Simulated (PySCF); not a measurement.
CHCl₃, SMILES `ClC(Cl)Cl`.

Level of theory: B3LYP/def2-SVP (PySCF), at a geometry from GFN2-xTB. No frequency check shows the geometry to be a minimum. GFN2-xTB bond lengths at metals and heavier atoms can be off by up to 0.1 Å and shapes distorted, which carries into these values.

Input

```python
import numpy as np
from pyscf import gto, scf, dft
from pyscf.scf import atom_ks, atom_hf
from scipy.linalg import block_diag

def solve(mol, dm0=None, hcore=None):
    mf = (dft.UKS if mol.spin else dft.RKS)(mol, xc='b3lyp')
    mf.grids.level = 3
    mf = mf.density_fit(auxbasis='def2-universal-jkfit')
    mf.conv_tol, mf.max_cycle = 1e-8, 80
    if hcore is not None:
        mf.get_hcore = lambda *args: hcore
    mf.kernel(dm0)
    if not mf.converged:
        mf = mf.newton().run(mf.mo_coeff, mf.mo_occ, max_cycle=30)
    assert mf.converged, 'SCF not converged'
    return mf

mol = gto.M(atom='''
Cl     1.61831    -0.43393     0.08743
C      0.00005    -0.00009    -0.48107
Cl    -1.18498    -1.18449     0.08743
Cl    -0.43335     1.61845     0.08742
H     -0.00003    -0.00003    -1.57242
''', basis='def2-svp', charge=0, spin=0, verbose=4)
mf = solve(mol)
mf.analyze()
# spherically averaged free atoms, for the promolecule
atm = atom_ks.get_atm_nrks(mol, xc='b3lyp')
pro = block_diag(*[(atm[a[0]][2] * atm[a[0]][3]) @ atm[a[0]][2].T for a in mol._atom])
np.savez('result.npz', e=mf.e_tot, c=mf.mo_coeff, occ=mf.mo_occ, eps=mf.mo_energy, pro=pro, dip=mf.dip_moment(verbose=0), s2=mf.spin_square()[0])
```

Command:

```sh
OMP_NUM_THREADS=1 python input.py
```

The run took 12 s on 1 thread of Arm Neoverse N1, with other jobs on the host, peak memory 0.32 GiB.

Partitions, critical points and surface values were worked out afterwards from this run's density.

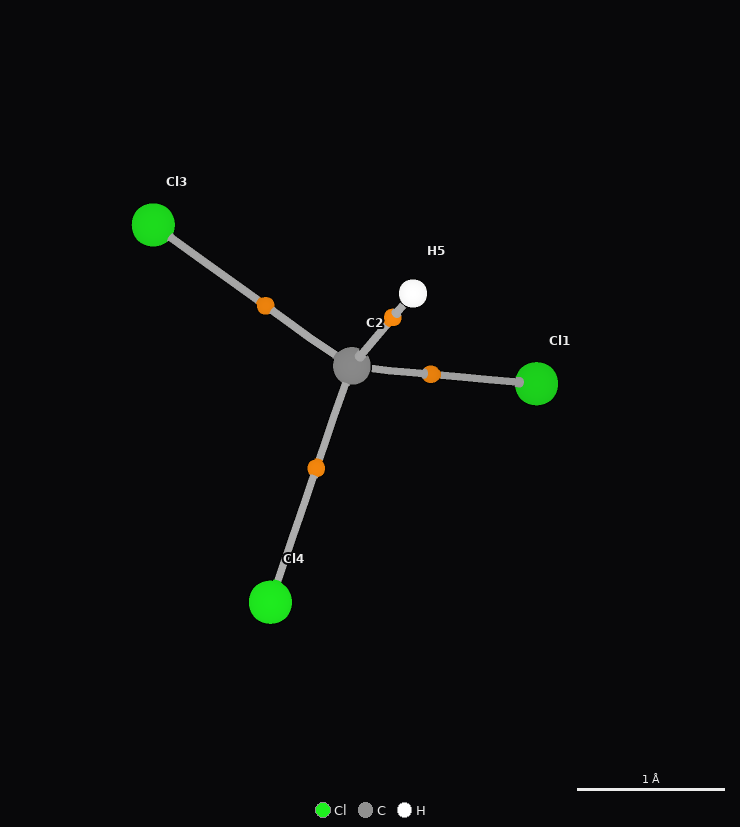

Molecular graph of the electron density (QTAIM): bond paths, bond critical points (orange), ring points (yellow, if any); weak paths are dashed.

How many critical points of each kind are there, and does the count close?

Answer. 5 nuclei, 4 bond, 0 ring and 0 cage critical points: 5 − 4 + 0 − 0 = 1, as the Poincaré–Hopf relation requires.

What does the calculation give at each kind of bond critical point?

Answer.
| bond | length (Å) | ρ (a.u.) | ∇²ρ (a.u.) | ε | H (a.u.) |
| --- | --- | --- | --- | --- | --- |
| C2–H5 | 1.091 | 0.292 | −1.21 | 0.00 | −0.331 |
| Cl1–C2 (3 alike) | 1.769 | 0.192 | −0.24 | 0.02 | −0.123 |

What kind of interaction is C2–H5?

Answer. Shared-shell (covalent): ρ = 0.292, ∇²ρ = −1.21, H = −0.331 a.u.
